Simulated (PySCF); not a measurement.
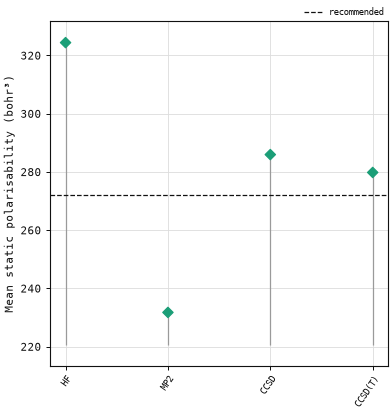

The mean static polarisability of neutral barium ([Xe] 6s²) across levels of theory. Finite fields; PySCF, aug-cc-pwCVTZ-X2C plus 1 diffuse shell for each l, spin-free X2C-1e, unrestricted single determinants, no spin-orbit coupling. 46 core electrons frozen.

> Summarise the spread and list the values.

The values run from 231.7 bohr³ (MP2) to 324.4 bohr³ (HF). The recommended value is 272 ± 10 bohr³; nearest to it come CCSD(T) (+7.8) and CCSD (+13.9), furthest HF (+52.4 bohr³).

```csv
Method,Mean static polarisability (bohr³)
HF,324.4
MP2,231.7
CCSD,285.9
CCSD(T),279.8
```
